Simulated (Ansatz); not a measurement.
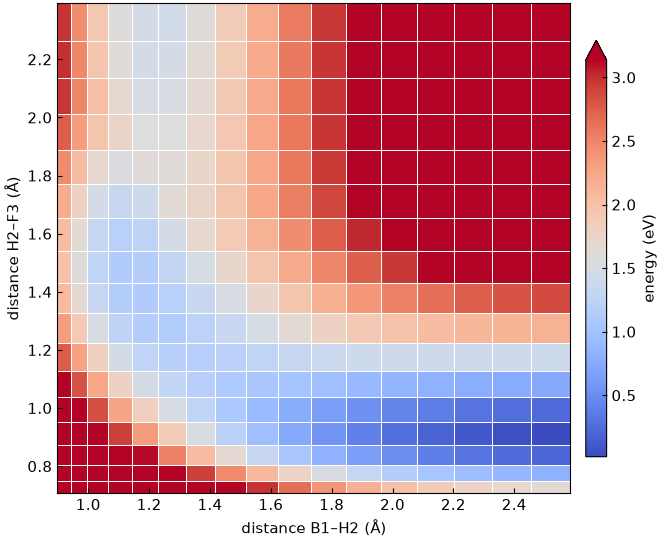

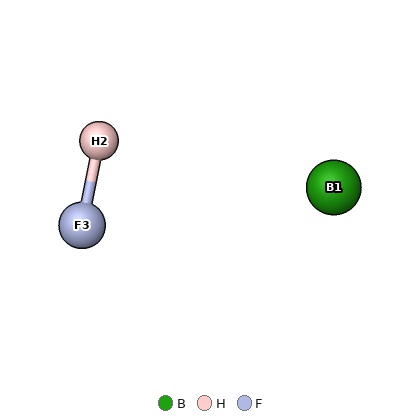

Energy landscape of the system B + HF, spin multiplicity 2. 
- First axis: distance B1–H2. Second axis: distance H2–F3.
- Nothing is relaxed (the angle B1–H2–F3 is fixed at 90 degrees).
- The grid has 17 × 17 points.
- Points are written as (first, second).
- Energies: eV, counted from B far from the relaxed HF (each part in its own basis).
- Energies and slopes of some neighbouring points disagree (a jump in structure or state, or too coarse a mesh). In part of the range the unrestricted reference is strongly spin-contaminated.
- The calculation used UHF/aug-cc-pVTZ (Ansatz).

The picture shows one coloured cell a grid point, one colour for all values above the top of the scale. The second picture is the structure at the lowest point.

Where are the lowest and the highest points?

The lowest grid point is at (2.520 Å, 0.910 Å), 0.017 eV from B far from the relaxed HF (each part in its own basis). It lies in a valley that leaves the map towards separated partners. Other grid points that lie below all their neighbours: (1.184 Å, 1.378 Å) (1.11 eV higher). The highest grid point, (0.920 Å, 0.728 Å), lies 9.79 eV above the lowest.

Grid values (eV):

| distance H2–F3 ↓, distance B1–H2 → | 0.920 | 1.027 | 1.184 | 1.367 | 1.570 | 1.788 | 2.021 | 2.265 | 2.520 |
| --- | --- | --- | --- | --- | --- | --- | --- | --- | --- |
| 2.199 | 3.00 | 1.98 | 1.47 | 1.64 | 2.22 | 2.97 | 3.60 | 3.91 | 4.05 |
| 1.949 | 2.75 | 1.96 | 1.57 | 1.71 | 2.25 | 2.97 | 3.57 | 3.87 | 4.00 |
| 1.711 | 2.21 | 1.47 | 1.41 | 1.75 | 2.24 | 2.89 | 3.43 | 3.72 | 3.85 |
| 1.485 | 1.98 | 1.27 | 1.16 | 1.50 | 1.96 | 2.50 | 2.96 | 3.24 | 3.37 |
| 1.274 | 2.32 | 1.51 | 1.15 | 1.22 | 1.50 | 1.80 | 2.00 | 2.10 | 2.15 |
| 1.081 | 3.38 | 2.25 | 1.48 | 1.18 | 1.06 | 0.96 | 0.85 | 0.78 | 0.74 |
| 0.910 | 5.28 | 3.67 | 2.34 | 1.52 | 0.96 | 0.55 | 0.27 | 0.10 | 0.02 |
| 0.772 | 8.29 | 6.09 | 4.17 | 2.92 | 2.09 | 1.52 | 1.15 | 0.94 | 0.83 |

The table holds every second grid line.

The input of one point:

```yaml
crystal:
  periodic: [false, false, false]
  atoms:
    - { symbol: B, position_ang: [-2.52, 0.0, 0.0] }
    - { symbol: H, position_ang: [0.0, 0.0, 0.0] }
    - { symbol: F, position_ang: [0.0, 0.91, 0.0] }
magnetization:
  spin_polarized: true
  initial_magnetization: 1
basis:
  gaussian: { orbitals: aug-cc-pVTZ }
hamiltonian:
  xc: hf
output:
  forces: true
```

Each point was launched as `ansatz run input.yaml --threads 1 --pin off --max-ram 2560MiB --backend cpu --events-out ev --progress --plain --runs-dir out`. The whole map (289 points run) took 21 min on 1 thread of Arm Neoverse V2, on a shared host.
